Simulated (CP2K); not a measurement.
# CH5AsSi (SMILES C1[SiH2][AsH]1): revPBE-D3(BJ)/TZV2P-MOLOPT-PBE-GTH (core potential)

Aim: the energy change on altering one bond length of CH5AsSi at revPBE-D3(BJ)/TZV2P-MOLOPT-PBE-GTH (core potential), from 2 runs. 

The results are computed with CP2K 2026.2.

## Step 1: The molecule

The species is CH5AsSi (8 atoms), meant as a singlet with charge 0. SMILES: `C1[SiH2][AsH]1`. The shape is that of a PBE0-D4/def2-TZVP optimisation.

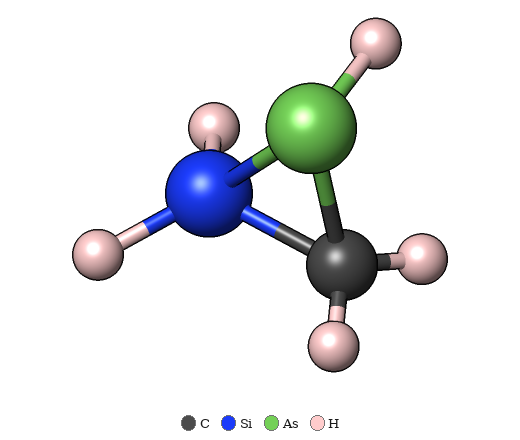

Viewed from a chosen angle; carbon dark grey, silicon blue, arsenic green, hydrogen pink.

## Step 2: The energy at revPBE-D3(BJ)/TZV2P-MOLOPT-PBE-GTH (core potential)

File molecule.inp:

```
&force_eval
  method Quickstep
  &dft
    basis_set_file_name BASIS_MOLOPT_UZH
    potential_file_name POTENTIAL_UZH
    &qs
      method GPW
      eps_default 1.0E-10
    &end qs
    &mgrid
      cutoff 400
      rel_cutoff 50
      ngrids 4
    &end mgrid
    ! no periodic images
    &poisson
      periodic NONE
      poisson_solver MULTIPOLE
    &end poisson
    ! self-consistent field
    &scf
      scf_guess ATOMIC
      eps_scf 1.0E-06
      max_scf 30
      &ot
        minimizer DIIS
        preconditioner FULL_ALL
      &end ot
      &outer_scf
        eps_scf 1.0E-06
        max_scf 5
      &end outer_scf
    &end scf
    &xc
      &xc_functional
        &pbe
          parametrization REVPBE
        &end pbe
      &end xc_functional
      &vdw_potential
        potential_type PAIR_POTENTIAL
        &pair_potential
          type DFTD3(BJ)
          parameter_file_name dftd3.dat
          reference_functional revPBE
          r_cutoff 15
        &end pair_potential
      &end vdw_potential
    &end xc
    &print
      &moments
        periodic F
        reference COM
        max_moment 1
      &end moments
      &mo_cubes
        nlumo 1
        nhomo -1
        write_cube F
      &end mo_cubes
      &hirshfeld OFF
      &end hirshfeld
    &end print
  &end dft
  &subsys
    &cell
      abc 10.7 11.1 9.6
      periodic NONE
    &end cell
    &coord
      C     -0.770300     0.017900    -0.576000
      Si     0.707800     0.663100     0.315700
      As    -0.538100    -1.122700     1.107200
      H     -0.667200    -0.524000    -1.509300
      H     -1.690700     0.591800    -0.522300
      H      0.581300     1.973900     0.990500
      H      2.040800     0.422300    -0.277100
      H      0.428400    -2.079400     0.415600
    &end coord
    &topology
      &center_coordinates
      &end center_coordinates
    &end topology
    &kind C
      basis_set TZV2P-MOLOPT-PBE-GTH-q4
      potential GTH-PBE-q4
    &end kind
    &kind Si
      basis_set TZV2P-MOLOPT-PBE-GTH-q4
      potential GTH-PBE-q4
    &end kind
    &kind As
      basis_set TZV2P-MOLOPT-PBE-GTH-q5
      potential GTH-PBE-q5
    &end kind
    &kind H
      basis_set TZV2P-MOLOPT-PBE-GTH-q1
      potential GTH-PBE-q1
    &end kind
  &end subsys
&end force_eval

&global
  project_name molecule
  run_type ENERGY
  print_level MEDIUM
&end global
```

The run is started by

```sh
$ OMP_NUM_THREADS=1 cp2k.psmp molecule.inp > molecule.out
```

Standard output:

```text
CP2K| version string:                                       CP2K version 2026.2
[...]
 GLOBAL| Method name                                                        CP2K
[...]
 GLOBAL| Run type                                                         ENERGY
[...]
 DFT| Spin restricted Kohn-Sham (RKS) calculation                            RKS
 DFT| Multiplicity                                                             1
[...]
 DFT| Charge                                                                   0
[...]
 FUNCTIONAL| PBE:
[...]
 QS| Method:                                                                 GPW
[...]
 QS| Density cutoff [a.u.]:                                                200.0
[...]
 QS| Relative density cutoff [a.u.]:                                        25.0
[...]
                             - Atoms:                                          8
[...]
                             - Spherical basis functions:                    157
[...]
 Number of electrons:                                                         18
[...]
     1 OT DIIS     0.15E+00    1.3     0.17050805       -16.7114274418 -1.67E+01
[...]
     9 OT DIIS     0.15E+00    1.4     0.00000046       -18.8825427839 -2.61E-10
  *** SCF run converged in     9 steps ***
[...]
  Overlap energy of the core charge distribution:               0.00000117114846
  Self energy of the core charge distribution:                -44.16879092513508
  Core Hamiltonian energy:                                     11.86465413707328
  Hartree energy:                                              19.74257969802450
  Exchange-correlation energy:                                 -6.30463115174023
  Dispersion energy:                                           -0.01635571324052
  Total energy:                                               -18.88254278386958
[...]
                     Mulliken Population Analysis
 #  Atom  Element  Kind  Atomic population                           Net charge
       1     C        1          4.039098                             -0.039098
       2     Si       2          3.648927                              0.351073
       3     As       3          5.193794                             -0.193794
       4     H        4          0.967670                              0.032330
       5     H        4          0.972439                              0.027561
       6     H        4          1.083015                             -0.083015
       7     H        4          1.077459                             -0.077459
       8     H        4          1.017597                             -0.017597
 # Total charge                             18.000000                  0.000000
[...]
  Dipole moment [Debye]
    X=  0.6484317E-01 Y=  0.4006996E+00 Z= -0.7532416E+00  Total=      0.8556505
[...]
 HOMO - LUMO gap [eV] :    4.823351
 ENERGY| Total FORCE_EVAL ( QS ) energy [hartree]            -18.882542783869582
[...]
```

Run time: 56 s. Hardware: 1 thread of Arm Neoverse V2, shared host; peak memory 0.89 GiB.

## Step 3: The distorted shape at the same level

File mol.inp:

```
&GLOBAL
  PROJECT mol
  RUN_TYPE ENERGY
  PRINT_LEVEL MEDIUM
&END

&FORCE_EVAL
  METHOD QS
  &DFT
    BASIS_SET_FILE_NAME BASIS_MOLOPT_UZH
    POTENTIAL_FILE_NAME POTENTIAL_UZH
    CHARGE 0
    MULTIPLICITY 1
    &QS
      METHOD GPW
      EPS_DEFAULT 1.0E-10
    &END
    &MGRID
      CUTOFF 400
      REL_CUTOFF 50
      NGRIDS 4
    &END
    &POISSON
      PERIODIC NONE
      POISSON_SOLVER MULTIPOLE
    &END
    &SCF
      SCF_GUESS ATOMIC
      EPS_SCF 1.0E-06
      MAX_SCF 30
      &OT ON
        MINIMIZER DIIS
        PRECONDITIONER FULL_SINGLE_INVERSE
      &END
      &OUTER_SCF
        EPS_SCF 1.0E-06
        MAX_SCF 10
      &END
    &END
    &XC
      &XC_FUNCTIONAL
        &PBE
          PARAMETRIZATION REVPBE
        &END
      &END
      &VDW_POTENTIAL
        POTENTIAL_TYPE PAIR_POTENTIAL
        &PAIR_POTENTIAL
          TYPE DFTD3(BJ)
          PARAMETER_FILE_NAME dftd3.dat
          REFERENCE_FUNCTIONAL revPBE
          R_CUTOFF 15
        &END
      &END
    &END
    &PRINT
      &MOMENTS
        PERIODIC F
        REFERENCE COM
        MAX_MOMENT 1
      &END
      &MO_CUBES
        NLUMO 5
        NHOMO -1
        WRITE_CUBE F
      &END
      &HIRSHFELD OFF
      &END
    &END
  &END
  &SUBSYS
    &CELL
      ABC [angstrom] 11.8 11.1 9.6
      PERIODIC NONE
    &END
    &COORD
      UNIT bohr
      C     -3.4708656     0.3978648    -0.1922966
      Si    -0.6776615     1.6171161     1.4927721
      As    -3.0320712    -1.7575568     2.9884904
      H     -3.2760349    -0.6261778    -1.9559780
      H     -5.2101696     1.4823787    -0.0908183
      H     -0.9167118     4.0941691     2.7679593
      H      3.8565531     0.7980313    -0.5236431
      H     -1.2056509    -3.5654578     1.6815558
    &END
    &TOPOLOGY
      &CENTER_COORDINATES
      &END
    &END
    &KIND C
      BASIS_SET TZV2P-MOLOPT-PBE-GTH-q4
      POTENTIAL GTH-PBE-q4
    &END
    &KIND Si
      BASIS_SET TZV2P-MOLOPT-PBE-GTH-q4
      POTENTIAL GTH-PBE-q4
    &END
    &KIND As
      BASIS_SET TZV2P-MOLOPT-PBE-GTH-q5
      POTENTIAL GTH-PBE-q5
    &END
    &KIND H
      BASIS_SET TZV2P-MOLOPT-PBE-GTH-q1
      POTENTIAL GTH-PBE-q1
    &END
  &END
&END
```

The run is started by

```sh
$ OMP_NUM_THREADS=1 cp2k.psmp -i mol.inp > mol.out 2>&1
```

Standard output (excerpt; [...] marks lines left out):

```text
CP2K| version string:                                       CP2K version 2026.2
[...]
 GLOBAL| Method name                                                        CP2K
[...]
 GLOBAL| Run type                                                         ENERGY
[...]
 DFT| Spin restricted Kohn-Sham (RKS) calculation                            RKS
 DFT| Multiplicity                                                             1
[...]
 DFT| Charge                                                                   0
[...]
 FUNCTIONAL| PBE:
[...]
 QS| Method:                                                                 GPW
[...]
 QS| Density cutoff [a.u.]:                                                200.0
[...]
 QS| Relative density cutoff [a.u.]:                                        25.0
[...]
                             - Atoms:                                          8
[...]
                             - Spherical basis functions:                    157
[...]
 Number of electrons:                                                         18
[...]
     1 OT DIIS     0.80E-01    1.3     0.15593576       -16.5173710127 -1.65E+01
[...]
     8 OT DIIS     0.80E-01    1.4     0.00000048       -18.7732108624 -2.26E-10
  *** SCF run converged in     8 steps ***
[...]
  Overlap energy of the core charge distribution:               0.00000116035347
  Self energy of the core charge distribution:                -44.16879092513508
  Core Hamiltonian energy:                                     11.63248106486180
  Hartree energy:                                              19.94907680383670
  Exchange-correlation energy:                                 -6.16857733476719
  Dispersion energy:                                           -0.01740163151928
  Total energy:                                               -18.77321086236958
[...]
                     Mulliken Population Analysis
 #  Atom  Element  Kind  Atomic population                           Net charge
       1     C        1          4.028163                             -0.028163
       2     Si       2          3.703628                              0.296372
       3     As       3          5.149934                             -0.149934
[...]
  Dipole moment [Debye]
    X= -0.1702888E+01 Y=  0.2371465E+00 Z= -0.1046355E+00  Total=      1.7225024
[...]
 HOMO - LUMO gap [eV] :    2.392409
 ENERGY| Total FORCE_EVAL ( QS ) energy [hartree]            -18.773210862369581
[...]
```

Wall time 55 s (1 thread of Arm Neoverse V2, shared host); peak memory 0.94 GiB.

## Step 4: What came out

Level: revPBE-D3(BJ)/TZV2P-MOLOPT-PBE-GTH (core potential).

```
                                                          quantity          value
                                         first shape: total energy   -18.88254 Eh
                                        first shape: dipole moment         0.86 D
                                          first shape: HOMO energy       -5.83 eV
                                          first shape: LUMO energy       -1.01 eV
                                        first shape: HOMO–LUMO gap        4.82 eV
                                    first shape: dispersion energy  -42.94 kJ/mol
                                     distorted shape: total energy   -18.77321 Eh
                                    distorted shape: dipole moment         1.72 D
                                      distorted shape: HOMO energy       -6.02 eV
                                      distorted shape: LUMO energy       -3.63 eV
                                    distorted shape: HOMO–LUMO gap        2.39 eV
                                distorted shape: dispersion energy  -45.69 kJ/mol
energy change with the Si2–H7 bond stretched from 1.479 to 2.662 Å       2.975 eV
```

In words: One bond (distorted shape) is far stretched, which a spin-restricted single reference describes badly; a broken-symmetry solution may lie lower. With the Si2–H7 bond stretched from 1.479 to 2.662 Å the energy rises by 2.98 eV (287 kJ/mol). The first shape isn't relaxed at this level, so the change isn't measured from a minimum. A restricted reference can't describe the breaking bond well at this length.
